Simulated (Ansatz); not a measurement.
Consider CH4GeO···H2.

The calculation's input:

```
crystal:
  periodic: [false, false, false]
  atoms:
    - {symbol: Ge, position_ang: [-1.400973, -1.117226, 0.205516]}
    - {symbol: H, position_ang: [1.457785, -1.540182, -0.473031]}
    - {symbol: O, position_ang: [-0.222402, 0.428241, 0.965567]}
    - {symbol: C, position_ang: [0.505397, 1.150062, 0.312643]}
    - {symbol: H, position_ang: [2.085307, -1.185025, -0.681386]}
    - {symbol: H, position_ang: [-2.663124, -0.372921, 0.811655]}
    - {symbol: H, position_ang: [-1.443461, -0.323090, -1.183646]}
    - {symbol: H, position_ang: [1.263666, 1.756623, 0.823091]}
    - {symbol: H, position_ang: [0.417805, 1.203618, -0.780411]}
basis:
  gaussian: {orbitals: def2-TZVPP}
hamiltonian: {xc: pbe0, dispersion: d4}
output: {orbitals: {seedname: orbitals}}
```

Command:

```sh
ansatz run in.yaml --threads 4 --pin off --events-out ev --progress --plain --max-ram 9574MiB
```

The product side of a reaction path; geometry: PBE0-D4/def2-TZVP.

Theory: RKS PBE0-D4/def2-TZVPP in Ansatz.

Question: What can the converged electron density and electron localisation function tell about the bonding?

Answer: C–O (1.22 Å): the density is about 3.3 e/Å³ at the midpoint; the ELF peaks at about 0.85 between the atoms: a short, multiple covalent bond.
C–H (1.10 Å): ρ at the midpoint is about 2.1 e/Å³; the ELF climbs to about 1 towards the hydrogen, as it does in any bond to H (an ordinary covalent bond to hydrogen).

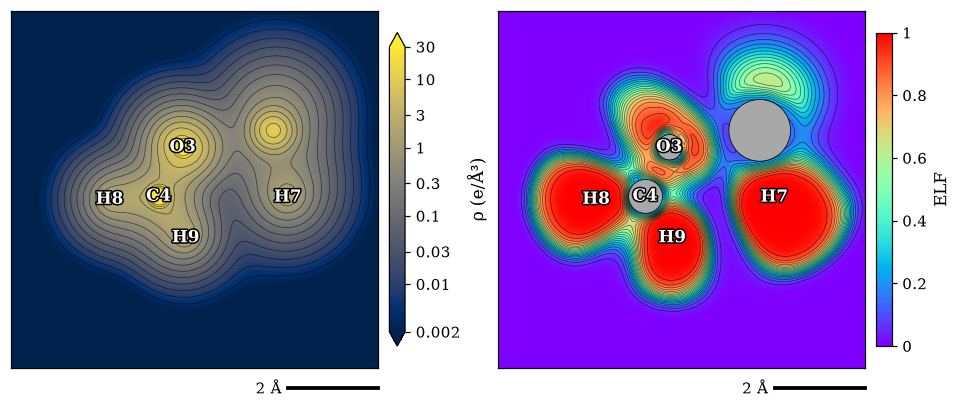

Computed electron density and electron localisation function on the plane of atoms O3, C4 and H8, in this order. Grey discs cover the atomic cores in the ELF map. 
